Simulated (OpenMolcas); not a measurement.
**Run report: Ti³⁺ complex, multiconfigurational calculation**

System: Ti³⁺ with 6 ligands (Br; octahedron, 2.42 Å), neutralised by 6 outer point charges of +0.5 e, whose field is part of the energies.
Method: state-averaged CASSCF, active space 1 electron in the shell 3d, basis ANO-RCC-VTZP on the metal and ANO-RCC-VDZP on the ligands, DKH2 scalar Hamiltonian, spin-orbit coupling by RASSI with atomic mean-field integrals (OpenMolcas).

### The input
```
&GATEWAY
Coord
7

Ti 0.0 0.0 0.0
Br 2.420000 0.000000 0.000000
Br 0.000000 2.420000 0.000000
Br -2.420000 0.000000 0.000000
Br 0.000000 -2.420000 0.000000
Br 0.000000 0.000000 2.420000
Br 0.000000 0.000000 -2.420000
Basis=Ti.ANO-RCC-VTZP,Br.ANO-RCC-VDZP
Group=XYZ
NoMove
AngMom=0.0 0.0 0.0
AMFI
RICD
XField
3 Angstrom 0
5.220000 0.000000 0.000000 0.500000
0.000000 5.220000 0.000000 0.500000
0.000000 0.000000 5.220000 0.500000
&SEWARD
&RASSCF
FileOrb=start.orb
Symmetry=1
Spin=2
nActEl=1 0 0
Inactive=57 60
Ras2=5 0
CIRoot=5 5 1
SDav=5
CIMx=300
Iter=150 100
PrWF=0.3
OrbListing=Nothing
MaxOrb=0
LevShft=1.0
>>> COPY $Project.JobIph JOB001
&RASSI
NrOfJobIphs=1 5
1 2 3 4 5
IphNames
JOB001
EJob
SpinOrbit
DIPRint=1.0
SOCoupling=1000.0
Subsets=2
Property=9
'ANGMOM' 1 'ANGMOM' 2 'ANGMOM' 3 'MLTPL  1' 1 'MLTPL  1' 2 'MLTPL  1' 3
'AMFI' 1 'AMFI' 2 'AMFI' 3
SOProperty=3
'ANGMOM' 1 'ANGMOM' 2 'ANGMOM' 3
```

The file start.orb holds starting orbitals from an earlier step. A driver script formed the levels outside the program, from RASSI's spin-orbit matrix and the active-space energies, averaged over the components of each term or state.

Run as:
```bash
OMP_NUM_THREADS=1 MOLCAS_MEM=2457 MOLCAS_PROJECT=a pymolcas a.inp > a.log  # once for each step of the input, in one work folder
```

### Output (extracts)
```
--- SEWARD ---
Basis set label: TI.ANO-RCC...6S5P3D2F1G.

      Electronic valence basis set:
      ------------------
      Associated Effective Charge  22.000000 au
      Associated Actual Charge     22.000000 au
      Nuclear Model: Point charge

      Shell  nPrim  nBasis  Cartesian Spherical Contaminant
         s      21       6        X
         p      15       5        X
         d      10       3                 X
         f       6       2                 X
         g       4       1                 X
                  Relativistic Douglas-Kroll-Hess integrals:
                    - DKH order of Hamiltonian: 2
                    - DKH order of Properties : 0
                  Atomic mean-field integrals
--- RASSCF ---
Wave function specifications:
      -----------------------------

      Number of closed shell electrons         234
      Number of electrons in active shells       1
      Max number of holes in RAS1 space          0
      Max nr of electrons in RAS3 space          0
      Number of inactive orbitals              117
      Number of active orbitals                  5
      Number of secondary orbitals              99
      Spin quantum number                      0.5
      State symmetry                             1
Orbital specifications:
      -----------------------

      Symmetry species                           1   2
                                                ag  au
      Frozen orbitals                            0   0
      Inactive orbitals                         57  60
      Active orbitals                            5   0
      RAS1 orbitals                              0   0
      RAS2 orbitals                              5   0
      RAS3 orbitals                              0   0
      Secondary orbitals                        49  50
      Deleted orbitals                           0   0
      Number of basis functions                111 110
      Number of CSFs                             5
      Number of root(s) required                 5
      Iter CI   SX   CI       RASSCF       Energy    max ROT     max BLB   max BLB  Level Ln srch  Step   QN
          iter iter root      energy       change     param      element    value   shift minimum  type update
 Nr of preliminary CI iterations:   1
      Total energies have been shifted. Add               -16000.00 au
        1   1   17    0  -479.20528647    0.00E+00  -9.28E-02   52  60 1  2.17E-01*  0.90   0.00    SX    NO
        2   1   18    0  -479.63124029   -4.26E-01* -6.80E-02   52  60 1  1.48E-01*  0.68   0.00    SX    NO
        3   1   16    0  -479.74335320   -1.12E-01* -3.16E-02   52  60 1  7.70E-02*  0.77   0.00    SX    NO
        4   1   16    0  -479.76896945   -2.56E-02* -1.87E-02   52  60 1  4.64E-02*  0.79   0.00    SX    NO
        5   1   15    0  -479.77764940   -8.68E-03* -2.42E-02   52  60 1  2.89E-02*  0.79   2.50    LS   YES
        6   1   15    0  -479.78255256   -4.90E-03* -9.96E-03   13  61 2 -8.03E-03*  0.80   1.17    QN   YES
        7   1   14    0  -479.78321187   -6.59E-04* -5.94E-03   13  61 2 -3.98E-03*  0.79   1.62    LS   YES
        8   1   13    0  -479.78332365   -1.12E-04* -9.07E-04    5  72 2 -4.00E-03*  0.79   1.03    QN   YES
        9   1   12    0  -479.78341666   -9.30E-05* -4.44E-04   13  61 2 -7.96E-04*  0.79   1.49    LS   YES
       10   1   12    0  -479.78342804   -1.14E-05* -2.37E-04    3  84 1 -1.55E-03*  0.79   1.01    QN   YES
       11   1   11    0  -479.78343640   -8.37E-06* -1.65E-04   13  85 2 -3.77E-04*  0.79   1.70    LS   YES
       12   1   11    0  -479.78343818   -1.77E-06* -2.11E-04    3  73 2  6.15E-04*  0.79   1.05    QN   YES
       13   1   10    0  -479.78343921   -1.03E-06* -1.47E-04    6  83 2  1.38E-04*  0.79   1.43    QN   YES
       14   1    9    0  -479.78343948   -2.73E-07* -4.34E-05    1  71 2 -7.64E-05   0.79   1.27    QN   YES
       15   1    7    0  -479.78343952   -3.78E-08*  1.14E-05    5  82 2 -3.21E-05   0.79   1.22    QN   YES
       16   1    6    0  -479.78343953   -3.96E-09   1.72E-05    6  83 2 -6.68E-06   0.79   2.50    LS   YES
      Convergence after 16 iterations
       17   1    6    0  -479.78343952    4.01E-09   1.72E-05    3  73 2  3.84E-05   0.79   2.50    LS   YES
      Natural orbitals and occupation numbers for root  1
      sym 1:   0.000000   0.000000   0.000000   1.000000  -0.000000
      Natural orbitals and occupation numbers for root  2
      sym 1:   0.000000   1.000000   0.000000   0.000000   0.000000
      Natural orbitals and occupation numbers for root  3
      sym 1:   1.000000   0.000000   0.000000   0.000000  -0.000000
::    RASSCF root number  1 Total energy: -16479.80762886
::    RASSCF root number  2 Total energy: -16479.80762886
::    RASSCF root number  3 Total energy: -16479.80762886
::    RASSCF root number  4 Total energy: -16479.74715552
::    RASSCF root number  5 Total energy: -16479.74715552
--- RASSI ---
SPIN-FREE ENERGIES:
  (Shifted by EMIN (a.u.) =     -16479.8076288602)

 SF State       Relative EMIN(au)   Rel lowest level(eV)    D:o, cm**(-1)

     1             0.0000000000        0.0000000000              0.0000
     2             0.0000000000        0.0000000000              0.0000
     3             0.0000000015        0.0000000420              0.0003
     4             0.0604733422        1.6455634734          13272.3645
     5             0.0604733438        1.6455635161          13272.3648
     Dipole printing threshold changed to   1.00000000E+00
Eigenvalues of complex Hamiltonian:
   -----------------------------------
  (Shifted by EMIN (a.u.) =     -16479.8076288602)

 SO State       Relative EMIN(au)   Rel lowest level(eV)    D:o, cm**(-1)

     1            -0.0004049450        0.0000000000              0.0000
     2            -0.0004049450        0.0000000000              0.0000
     3            -0.0004049439        0.0000000280              0.0002
     4            -0.0004049439        0.0000000280              0.0002
     5             0.0008079780        0.0330053150            266.2058
     6             0.0008079780        0.0330053150            266.2058
     7             0.0604742985        1.6566086066          13361.4495
     8             0.0604742985        1.6566086066          13361.4495
     9             0.0604743000        1.6566086493          13361.4498
    10             0.0604743000        1.6566086493          13361.4498
Weights of the five most important spin-orbit-free states for each spin-orbit state.

 SO State  Total energy (au)           Spin-free states, spin, and weights
 -------------------------------------------------------------------------------------------------------
    1        -0.000405       2 0.5  0.5003    1 0.5  0.4997    4 0.5  0.0000    3 0.5  0.0000    5 0.5  0.0000
    2        -0.000405       2 0.5  0.5003    1 0.5  0.4997    4 0.5  0.0000    3 0.5  0.0000    5 0.5  0.0000
    3        -0.000405       3 0.5  0.6667    1 0.5  0.1670    2 0.5  0.1664    5 0.5  0.0000    4 0.5  0.0000
    4        -0.000405       3 0.5  0.6667    1 0.5  0.1670    2 0.5  0.1664    5 0.5  0.0000    4 0.5  0.0000
    5         0.000808       3 0.5  0.3333    2 0.5  0.3333    1 0.5  0.3333    5 0.5  0.0000    4 0.5  0.0000
    6         0.000808       3 0.5  0.3333    2 0.5  0.3333    1 0.5  0.3333    5 0.5  0.0000    4 0.5  0.0000
    7         0.060474       4 0.5  1.0000    2 0.5  0.0000    1 0.5  0.0000    3 0.5  0.0000    5 0.5  0.0000
    8         0.060474       4 0.5  1.0000    2 0.5  0.0000    1 0.5  0.0000    3 0.5  0.0000    5 0.5  0.0000
    9         0.060474       5 0.5  1.0000    3 0.5  0.0000    1 0.5  0.0000    2 0.5  0.0000    4 0.5  0.0000
   10         0.060474       5 0.5  1.0000    3 0.5  0.0000    1 0.5  0.0000    2 0.5  0.0000    4 0.5  0.0000
 -------------------------------------------------------------------------------------------------------
```

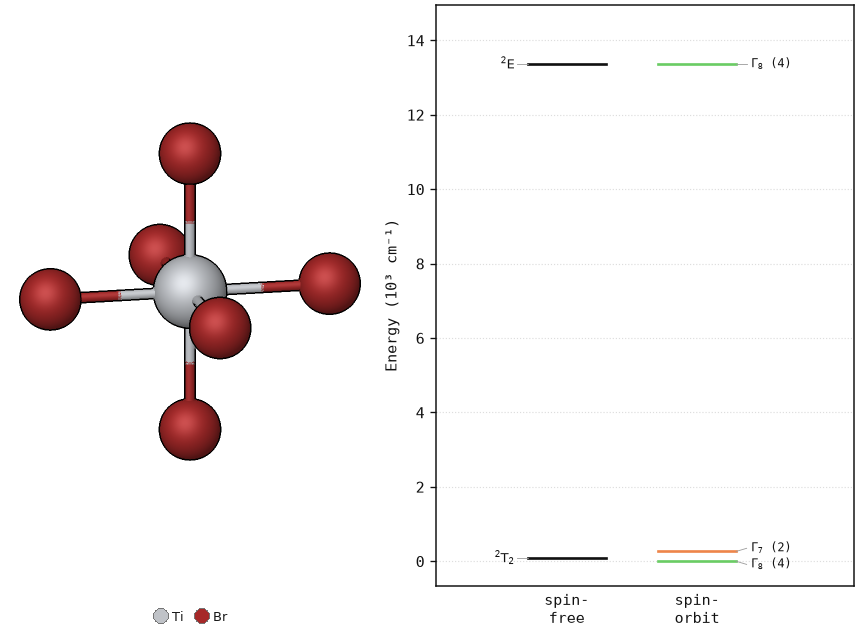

Ti³⁺ (3d) with 6 ligands, Br⁻, at 2.42 Å (arrangement: octahedron, Oh), neutralised by outer point charges of +0.5 e, and its levels. Labels give the representation in O, Td, D4 or D3 as the site allows (double group for half-integer spin) where it could be assigned and, in brackets, the degeneracy; spin-free states, where drawn, share the zero of the spin-orbit levels. The ground level is Γ₈, 4-fold degenerate, 100 % from states of spin multiplicity 2. The next level lies at 266 cm⁻¹ (Γ₇). The lowest spin-free state is ²T₂; of the same spin there follows at 13,300 cm⁻¹ (²E) above it. A ligand-field fit to the spin-free states gives |10Dq| = 13,300 cm⁻¹. The active orbitals hold 83 to 94 % metal character (Löwdin), and the Mulliken charge of the metal is +1.01.

### Key numbers

```tsv
quantity	value
outcome	converged
energy of the lowest spin-free term	−16479.80763 hartree
energy of the lowest spin-orbit level	−16479.80803 hartree
largest spread among components of a term	0.0 cm⁻¹
hardware	1 thread of Arm Neoverse V1, 24 GiB of memory available, shared host
wall time	46 s
peak memory	0.28 GiB
```

### Remarks

Caveats: covalent bonds, ligand orbitals missing from the active space; distances are set from ionic radii, not optimised.
